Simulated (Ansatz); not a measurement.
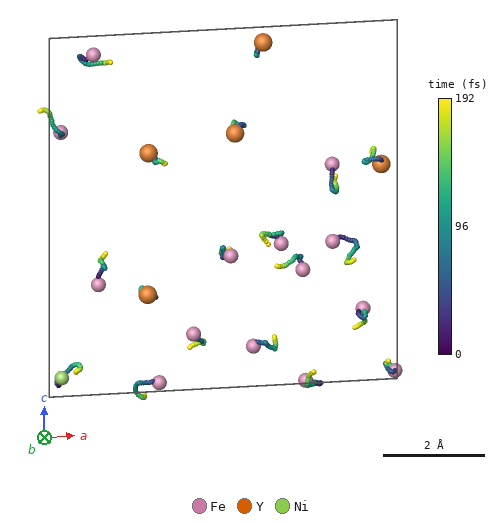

First-principles dynamics of an amorphous cell of composition Y₅Fe₁₄Ni (20 atoms in the cell), 192 fs long. It starts from the last geometry of an earlier run, with fresh velocities. Dots mark each atom's position at evenly spaced times, coloured by time; spheres stand at the starting positions. Seen along the b axis in the simulation cell.

Method: Ansatz, DFT PBE, scalar-relativistic, plane waves, PAW. Run with plane-wave cutoff 420 eV; k-point mesh 1 × 1 × 1; Fermi-Dirac smearing 0.0905 eV; set temperature 1050 K; time step 3 fs.

### What do the traces tell about the motion?

Root-mean-square distances from the starting positions over the second half, with the common drift of all atoms taken out: Ni 0.57 Å, Fe 0.46 Å, Y 0.27 Å. The run lasts only 192 fs, too short to tell vibration from diffusion.

Limits of the set-up: the k-point mesh is coarse for a cell with partly filled bands; the periodic images lie only 6.9 Å apart, so the values are limited by the cell's size.
